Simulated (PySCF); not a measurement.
**Two attempts at BH2O (SMILES [BH]O)**

Wanted: a single-point energy of BH2O, CASSCF(7,8)/6-311++G** (sfX2C, density fitting with cc-pvtz-jkfit).

The calculation is run with PySCF 2.14.0.

3 further runs of the same task are left out: 3 set aside as unsound or not needed.

## 1. The system as given

BH2O: 4 atoms, total charge 0, spin state doublet. SMILES: `[BH]O`. Geometry: relaxed at PBE0-D4/def2-TZVP.

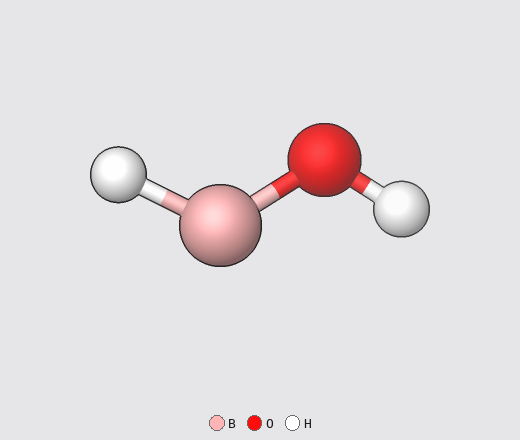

The structure, seen from a chosen angle (boron pink, oxygen red, hydrogen white).

## 2. Try one

input.py

```python
import numpy
from pyscf import gto, scf, mp, mcscf

molecule = gto.Mole()
molecule.atom = 'B -0.006100 -0.485500 0.388300; O 0.119700 0.544500 -0.448600; H -0.006100 -0.485500 0.388300; H 1.006100 0.913200 -0.500300'
molecule.spin = 1
molecule.max_memory = 1860
molecule.verbose = 3
molecule.basis = '6-311++g**'
molecule.build()

hf = scf.ROHF(molecule)
hf = hf.sfx2c1e()
hf = hf.density_fit(auxbasis='cc-pvtz-jkfit')
hf.max_cycle = 56
hf.kernel()

pt = mp.MP2(scf.addons.convert_to_uhf(hf)).run()
noons, natorbs = mcscf.addons.make_natural_orbitals(pt)
print('natural occupations', numpy.round(noons[:40], 4))
cas = mcscf.CASSCF(hf, 8, 7)
cas.fix_spin_(ss=0.75)
cas.natorb = True
cas.kernel(natorbs)
etot = cas.e_tot
print('E = %.10f Eh' % etot)
```

Run with:

```bash
$ OMP_NUM_THREADS=1 python input.py
```

Output:

```text
WARN: Atoms [0 2] have the same coordinates

WARN: Atoms [2 0] have the same coordinates

RuntimeError: Ill geometry
```

Wall time 0.68 s (1 thread of Arm Neoverse V1, shared host); peak memory 0.12 GiB.

## 3. Reading the log

The input was rejected.

The log says `RuntimeError: Ill geometry`. What is wrong: two atoms lie on top of or far too near each other. As the program read them, the closest atoms are 0.00 Å apart, against 0.96 Å in the sound input.

## 4. Second attempt

run.py

```python
# [BH]O
import numpy
from pyscf import gto, scf, mp, mcscf

molecule = gto.Mole()
molecule.atom = '''
B     -0.006100    -0.485500     0.388300
O      0.119700     0.544500    -0.448600
H     -1.064200    -1.032400     0.540300
H      1.006100     0.913200    -0.500300
'''
molecule.max_memory = 1860
molecule.verbose = 3
molecule.spin = 1
molecule.basis = '6-311++g**'
molecule.charge = 0
molecule.build()

mf = scf.ROHF(molecule)
mf = mf.x2c()
mf = mf.density_fit(auxbasis='cc-pvtz-jkfit')
mf.kernel()

pt = mp.MP2(scf.addons.convert_to_uhf(mf)).run()
noons, natorbs = mcscf.addons.make_natural_orbitals(pt)
print('natural occupations', numpy.round(noons[:40], 4))
cas = mcscf.CASSCF(mf, 8, 7)
cas.fix_spin_(ss=0.75)
cas.natorb = True
cas.kernel(natorbs)
energy = cas.e_tot
print('Final energy', energy)
```

Run with:

```bash
$ OMP_NUM_THREADS=1 python run.py
```

Output:

```text
converged SCF energy = -100.773408379024
E(DFUMP2) = -101.084051840071  E_corr = -0.310643461046243
E(SCS-DFUMP2) = -101.083660205928  E_corr = -0.310251826903378
natural occupations [1.9996e+00 1.9989e+00 1.9854e+00 1.9757e+00 1.9665e+00 1.9652e+00
 1.9607e+00 9.9630e-01 2.8900e-02 2.3700e-02 2.0600e-02 1.3900e-02
 9.3000e-03 7.0000e-03 6.4000e-03 5.9000e-03 4.8000e-03 4.5000e-03
 4.0000e-03 3.6000e-03 3.1000e-03 2.7000e-03 2.0000e-03 1.1000e-03
 1.0000e-03 1.0000e-03 9.0000e-04 8.0000e-04 7.0000e-04 7.0000e-04
 6.0000e-04 5.0000e-04 5.0000e-04 5.0000e-04 4.0000e-04 4.0000e-04
 4.0000e-04 3.0000e-04 2.0000e-04 2.0000e-04]
CASSCF energy = -100.873124479514
CASCI E = -100.873124479514  E(CI) = -15.9774473220755  S^2 = 0.7500000
Final energy -100.87312447951429
```

It took 30 s on 1 thread of Arm Neoverse V1, shared host; peak memory 0.15 GiB.

## 5. Summary of results

At CASSCF(7,8)/6-311++G** (sfX2C, density fitting with cc-pvtz-jkfit):

```
                            quantity          value
                        total energy  -100.87312 Eh
dipole moment (Hartree–Fock density)         1.38 D
```
